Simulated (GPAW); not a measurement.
# Work function of Si/W(100) at several levels, part 3 of 3

Aim: the work function of both faces of Si/W(100), and its spread over functionals and bases.

GPAW 26.7.0; GPAW, PAW setups; slab in vacuum, relaxation (the session's first sound run).

So far, upper work function (eV): step 2 (relaxation, PBE, GPAW) 4.36; step 6 (self-consistent run: xc = "vdW-DF2", GPAW, PAW setups, GPAW) 4.60; step 7 (self-consistent run: xc = "LDA") 4.53; step 8 (self-consistent run: xc = "revPBE") 4.29; step 9 (real-space grid: mode = "fd", PBE, GPAW) 4.36.

## 10. Atomic orbitals: mode = "lcao"

Atom-centred orbitals end a few angstrom from the surface, which tests how much the density's tail matters.

The input, run.py:

```python
import json
import numpy as np
from ase import Atoms
from gpaw import GPAW

slab = Atoms(
    ['W', 'W', 'W', 'W', 'W', 'Si'],
    positions=[
        [0.00000, 0.00000, 7.00000],
        [1.58000, 1.58000, 8.58000],
        [0.00000, 0.00000, 10.16000],
        [1.58000, 1.58000, 11.77137],
        [0.00000, 0.00000, 13.35394],
        [1.58000, 1.58000, 14.59486]],
    cell=[[3.16, 0.0, 0.0], [0.0, 3.16, 0.0], [0.0, 0.0, 22.11556]],
    pbc=[True, True, False])

slab.calc = GPAW(mode='lcao', basis='dzp', h=0.18, xc='PBE', kpts={'size': (10, 10, 1), 'gamma': True},
                 occupations={'name': 'fermi-dirac', 'width': 0.1}, nbands='120%',
                 convergence={'density': 1e-05}, maxiter=200,
                 poissonsolver={'dipolelayer': 'xy'},
                 symmetry={'tolerance': 1e-3}, txt='slab.txt')
result = {}
energy = slab.get_potential_energy()
fermi = slab.calc.get_fermi_level()
v = slab.calc.get_electrostatic_potential().mean((0, 1)) - fermi
n = slab.calc.get_pseudo_density().mean((0, 1))
L = slab.cell[2, 2]
z = np.arange(len(v)) * L / len(v)
low, high = slab.positions[:, 2].min(), slab.positions[:, 2].max()
below, above = np.interp([low - 4.8, high + 4.8], z, v)
slopes = [np.interp(x, z, np.gradient(v, z)) for x in (low - 4.8, high + 4.8)]
eps = np.array([[slab.calc.get_eigenvalues(k, s) for k in range(len(slab.calc.get_ibz_k_points()))]
                for s in range(slab.calc.get_number_of_spins())]) - fermi
top, bottom = eps[eps < 0].max(), eps[eps > 0].min()
dipole = slab.get_dipole_moment()[2]
print(f'energy {energy:.4f} eV, Fermi level {fermi:.4f} eV, dipole {dipole:.5f} e A')
print(f'potential 4.8 A off the faces, from the Fermi level: lower {below:.4f} eV, upper {above:.4f} eV')
print(f'slope of the potential there: lower {slopes[0]:.5f}, upper {slopes[1]:.5f} eV/A')
print(f'nearest levels on the mesh: {top:.4f} and {bottom:.4f} eV')
print('magnetic moment', round(slab.get_magnetic_moment(), 3))
result.update(energy=energy, fermi=fermi, dipole=dipole, below=below, above=above, slopes=slopes, edges=[top, bottom],
              z=z.tolist(), v=v.tolist(), n=n.tolist(), positions=slab.positions.tolist(),
              forces=slab.get_forces(apply_constraint=False).tolist(), moments=slab.get_magnetic_moments().tolist())
json.dump(result, open('result.json', 'w'))
```

Started as:

```sh
OMP_NUM_THREADS=1 OPENBLAS_NUM_THREADS=1 python run.py
```

What it wrote:

```text
energy -58.0524 eV, Fermi level -4.2965 eV, dipole -0.00446 e A
potential 4.8 A off the faces, from the Fermi level: lower 4.2559 eV, upper 4.3369 eV
slope of the potential there: lower -0.00061, upper 0.00000 eV/A
nearest levels on the mesh: -0.0029 and 0.0112 eV
magnetic moment 0.0
```

Elapsed: 41 min, on 1 thread of Intel Xeon Platinum 8259CL at 2.50GHz (Skylake/Cascade Lake), shared host; peak memory 0.46 GiB.

This step gave:

```yaml
dipole_along_the_normal: -0.004462 e·Å
levels_nearest_the_fermi_level_on_the_mesh: -0.002910, 0.01119 eV from the Fermi level
upper_work_function: 4.337 eV
lower_work_function: 4.256 eV
```

The upper face's work function is 4.337 eV, against 4.361 eV in the first plane-wave PBE run at this geometry.

## 11. Cost and result by level

Times are for 1 thread of Intel Xeon Platinum 8259CL at 2.50GHz (Skylake/Cascade Lake), shared host. The series side by side:

```
no.         run  upper work function (eV)  lower work function (eV)     time  memory (GiB)
  1          pw                     4.361                     4.272  3.3 min          0.29
  2  optPBE vdW                     4.531                     4.472  3.5 min          0.42
  3        RPBE                     4.293                     4.123  3.2 min          0.29
  4     vdW DF2                     4.600                     4.628  3.8 min          0.42
  5         LDA                     4.531                     4.557  3.2 min          0.29
  6      revPBE                     4.292                     4.143  3.4 min          0.29
  7          fd                     4.361                     4.272   24 min           1.2
  8        lcao                     4.337                     4.256   41 min          0.46
```

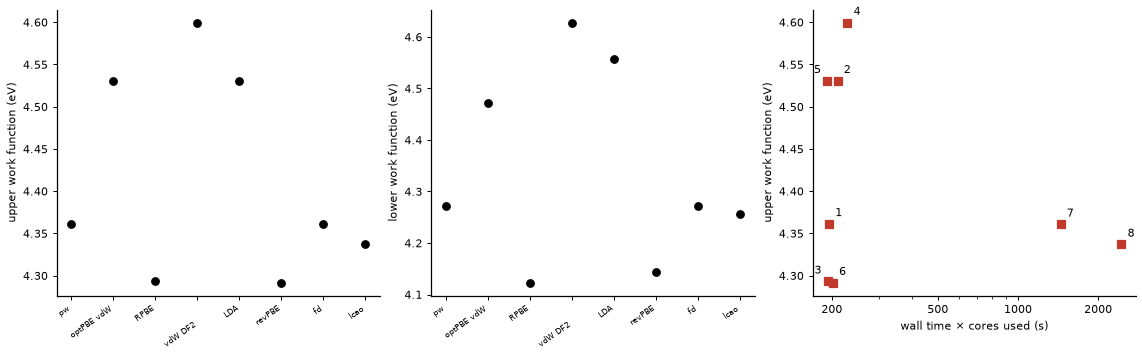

The series as plots; the last panel sets the first result against cost, with the runs numbered as in the table.

## 12. Side by side

Results and costs are gathered.

This step: comparison of work functions, dipole and cost (GPAW 26.7.0).

Ladder, by row:

```
      step  code  work function, upper (eV)  work function, lower (eV)  dipole (e Å)  wall time (s)  peak memory (GiB)  threads
        pw  GPAW                      4.361                      4.272      -0.00477          195.1               0.29        1
optPBE-vdW  GPAW                      4.531                      4.472     -0.003054          210.2               0.42        1
      RPBE  GPAW                      4.293                      4.123     -0.009249            193               0.29        1
   vdW-DF2  GPAW                        4.6                      4.628      0.001731          228.7               0.42        1
       LDA  GPAW                      4.531                      4.557      0.001546          192.3               0.29        1
    revPBE  GPAW                      4.292                      4.143     -0.008044          201.7               0.29        1
        fd  GPAW                      4.361                      4.272     -0.004879           1445               1.25        1
      lcao  GPAW                      4.337                      4.256     -0.004462           2443               0.46        1
```

## 13. A changed run

One more run, with changed settings.

This step: GPAW, PAW setups; slab in vacuum (GPAW 26.7.0).

Edit run.py of step 10 so:

```diff
@@ -3,3 +3,3 @@
 from ase import Atoms
-from gpaw import GPAW
+from gpaw import GPAW, PW
 
@@ -17,5 +17,5 @@
 
-slab.calc = GPAW(mode='lcao', basis='dzp', h=0.18, xc='PBE', kpts={'size': (10, 10, 1), 'gamma': True},
-                 occupations={'name': 'fermi-dirac', 'width': 0.1}, nbands='120%',
-                 convergence={'density': 1e-05}, maxiter=200,
+slab.calc = GPAW(mode=PW(400), xc='PBE', kpts={'size': (10, 10, 1), 'gamma': True},
+                 occupations={'name': 'fermi-dirac', 'width': 0.1}, nbands='200%',
+                 convergence={'density': 1e-05}, maxiter=50,
                  poissonsolver={'dipolelayer': 'xy'},
@@ -30,4 +30,4 @@
 low, high = slab.positions[:, 2].min(), slab.positions[:, 2].max()
-below, above = np.interp([low - 4.8, high + 4.8], z, v)
-slopes = [np.interp(x, z, np.gradient(v, z)) for x in (low - 4.8, high + 4.8)]
+below, above = np.interp([low - 1.0, high + 1.0], z, v)
+slopes = [np.interp(x, z, np.gradient(v, z)) for x in (low - 1.0, high + 1.0)]
 eps = np.array([[slab.calc.get_eigenvalues(k, s) for k in range(len(slab.calc.get_ibz_k_points()))]
@@ -37,3 +37,3 @@
 print(f'energy {energy:.4f} eV, Fermi level {fermi:.4f} eV, dipole {dipole:.5f} e A')
-print(f'potential 4.8 A off the faces, from the Fermi level: lower {below:.4f} eV, upper {above:.4f} eV')
+print(f'potential 1.0 A off the faces, from the Fermi level: lower {below:.4f} eV, upper {above:.4f} eV')
 print(f'slope of the potential there: lower {slopes[0]:.5f}, upper {slopes[1]:.5f} eV/A')
```

What it wrote:

```text
energy -59.6205 eV, Fermi level 3.4036 eV, dipole -0.00477 e A
potential 1.0 A off the faces, from the Fermi level: lower -0.4493 eV, upper 1.6572 eV
slope of the potential there: lower -10.55468, upper 7.18861 eV/A
nearest levels on the mesh: -0.0038 and 0.0092 eV
magnetic moment 0.0
```

The job ended after 4.1 min (1 thread; peak memory 0.3 GiB).

The run finished. A setting was moved off its sound value on purpose, so it serves as a test and not as the result.

The fault put into the input: the potential probed 1 A off the face (probe = 1.0).

## 14. Outcome

```
work function, upper and lower face : 4.361 and 4.272 eV
dipole along the normal             : -0.00477 e Å
```

With plane waves and PBE the work function is 4.36 eV on the upper face and 4.27 eV on the lower. The two faces differ by 0.089 eV, the step that the slab's dipole makes (e p/(ε0 A) gives 0.086 eV), so the dipole layer is needed. Over the sound runs of the table the upper face's work function spans 4.292 (revPBE) to 4.600 eV (vdW-DF2). The cell of 9.99 Å² holds one Si, started on one chosen site; other sites and coverages weren't tried. The in-plane lattice was kept as typed, which isn't the functional's own and leaves some strain; spin-orbit coupling and temperature are left out.

[Logs are printed without paths, hosts, clocks, repeated set-up lines and the standing remarks that a program may print on its own settings, such as how far it seeks lower states.]

[Hosts, paths, dates, database ids (printed as entryN), source tags and the programs' standing remarks are cut or masked in the printed files.]
